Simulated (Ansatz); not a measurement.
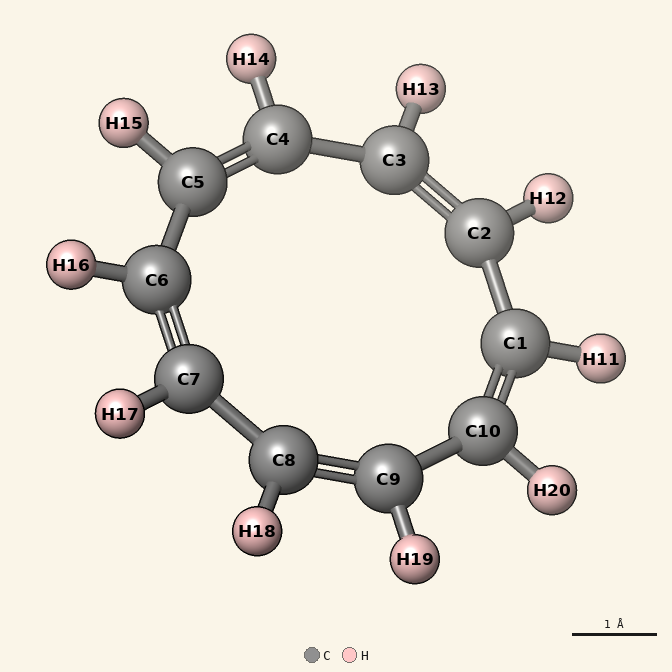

Simulated data, not a measurement (program: Ansatz).

Orthographic view. Atoms fade into the background with distance from the viewer. Geometry: a fixed input geometry, not necessarily a minimum.

Write a MOL file (V2000) with the atoms in numerical order, bonds sorted by atom number with the orders drawn, and coordinates in the frame of the picture: x right, y up, z towards the viewer, origin at the mean position.

```
C10H10
                    3D

 20 20  0  0  0  0  0  0  0  0999 V2000
    2.1400   -0.4100   -0.6800 C   0  0  0  0  0  0  0  0  0  0  0  0
    1.7100    0.9000   -1.2100 C   0  0  0  0  0  0  0  0  0  0  0  0
    0.7000    1.7700   -1.2600 C   0  0  0  0  0  0  0  0  0  0  0  0
   -0.7000    2.0200   -0.8100 C   0  0  0  0  0  0  0  0  0  0  0  0
   -1.7100    1.5100   -0.1000 C   0  0  0  0  0  0  0  0  0  0  0  0
   -2.1400    0.3400    0.7100 C   0  0  0  0  0  0  0  0  0  0  0  0
   -1.7500   -0.8400    1.2000 C   0  0  0  0  0  0  0  0  0  0  0  0
   -0.6300   -1.8000    1.2500 C   0  0  0  0  0  0  0  0  0  0  0  0
    0.6300   -2.0300    0.8400 C   0  0  0  0  0  0  0  0  0  0  0  0
    1.7500   -1.4600    0.0600 C   0  0  0  0  0  0  0  0  0  0  0  0
    3.1600   -0.5900   -1.0100 H   0  0  0  0  0  0  0  0  0  0  0  0
    2.5300    1.3200   -1.7900 H   0  0  0  0  0  0  0  0  0  0  0  0
    1.0100    2.6200   -1.8600 H   0  0  0  0  0  0  0  0  0  0  0  0
   -1.0100    2.9800   -1.2000 H   0  0  0  0  0  0  0  0  0  0  0  0
   -2.5300    2.2100   -0.1400 H   0  0  0  0  0  0  0  0  0  0  0  0
   -3.1600    0.5200    1.0400 H   0  0  0  0  0  0  0  0  0  0  0  0
   -2.5800   -1.2500    1.7700 H   0  0  0  0  0  0  0  0  0  0  0  0
   -0.9400   -2.6500    1.8500 H   0  0  0  0  0  0  0  0  0  0  0  0
    0.9400   -2.9900    1.2300 H   0  0  0  0  0  0  0  0  0  0  0  0
    2.5800   -2.1600    0.1000 H   0  0  0  0  0  0  0  0  0  0  0  0
  1  2  1  0
  1 10  2  0
  1 11  1  0
  2  3  2  0
  2 12  1  0
  3  4  1  0
  3 13  1  0
  4  5  2  0
  4 14  1  0
  5  6  1  0
  5 15  1  0
  6  7  2  0
  6 16  1  0
  7  8  1  0
  7 17  1  0
  8  9  2  0
  8 18  1  0
  9 10  1  0
  9 19  1  0
 10 20  1  0
M  END
```
